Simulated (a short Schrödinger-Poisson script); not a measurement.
System: gated In0.52Al0.48As/In0.53Ga0.47As modulation-doped gas in a quantum well, at 300 K.

```csv
layer,material,thickness (nm),Nd (cm⁻³),Na (cm⁻³)
1,In0.52Al0.48As,30,-,-
2,In0.52Al0.48As,10,7.1e17,-
3,In0.52Al0.48As,5,-,-
4,In0.53Ga0.47As,10,-,-
5,In0.52Al0.48As,4000,-,2e14
```

Constants are typed, rounded textbook-type inputs, not results; the design itself was drawn at random and stands for no fabricated device. In0.52Al0.48As: permittivity 12.5, conduction-band edge (eV) 0.52, gap (eV) 1.45, electron mass (mₑ) 0.075, Nv at 300 K (cm⁻³) 1.1e19. In0.53Ga0.47As: permittivity 13.9, conduction-band edge (eV) 0, gap (eV) 0.74, Nv at 300 K (cm⁻³) 7.7e18.

Channel valleys (confinement mass, in-plane density-of-states mass, number): Γ 0.041, 0.041, 1. At the gate the conduction-band edge of layer 1 lies 0.65 eV − eVg above the Fermi level of the channel; the field vanishes at the back. The barrier under the gate holds no holes. Gaps are held at their typed values at every temperature. Mesh 0.08 nm at interfaces.

From a short Schrödinger-Poisson script (our own, NumPy): 1D Poisson equation in equilibrium, electrons quantum, Hartree (BenDaniel-Duke, 40 states a valley, the channel's in-plane mass for all, wave functions free to enter the barrier), parabolic valleys, classical holes, full ionisation, no traps, pinning or gate leakage.

Only gate voltages with over 1e8 electrons/cm² are shown.

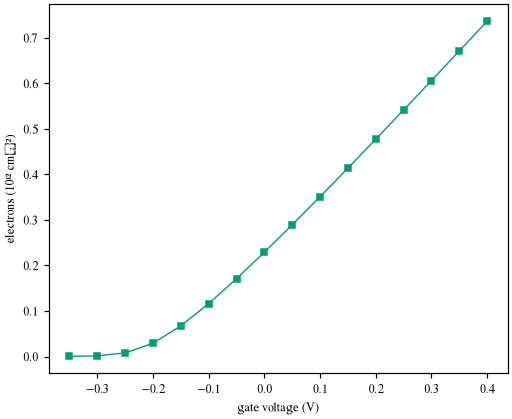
Figure. Sheet density against gate voltage

```tsv
Vg (V)	electrons (cm⁻²)	in the channel layer	C (μF/cm²)	Γ E0 (meV)	Γ E1 (meV)
0.4	7.37e11	7.17e11	0.210	-37.2	110.6
0.35	6.71e11	6.54e11	0.209	-32.4	115.5
0.3	6.06e11	5.91e11	0.208	-27.5	120.6
0.25	5.42e11	5.28e11	0.207	-22.3	126.0
0.2	4.78e11	4.66e11	0.205	-16.9	131.7
0.15	4.14e11	4.04e11	0.203	-11.1	137.7
0.1	3.51e11	3.43e11	0.200	-4.8	144.3
0.05	2.90e11	2.83e11	0.196	2.2	151.5
0	2.29e11	2.24e11	0.191	10.2	159.7
-0.05	1.71e11	1.67e11	0.183	19.5	169.4
-0.1	1.16e11	1.14e11	0.169	31.2	181.3
-0.15	6.75e10	6.59e10	0.145	46.7	197.1
-0.2	2.92e10	2.85e10	0.102	69.5	220.0
-0.25	7.93e9	7.74e9	0.0444	103.8	254.5
-0.3	1.44e9	1.40e9	0.0140	148.2	298.9
-0.35	2.26e8	2.20e8	0.00728	196.1	346.7
```

Subbands count from the Fermi level.
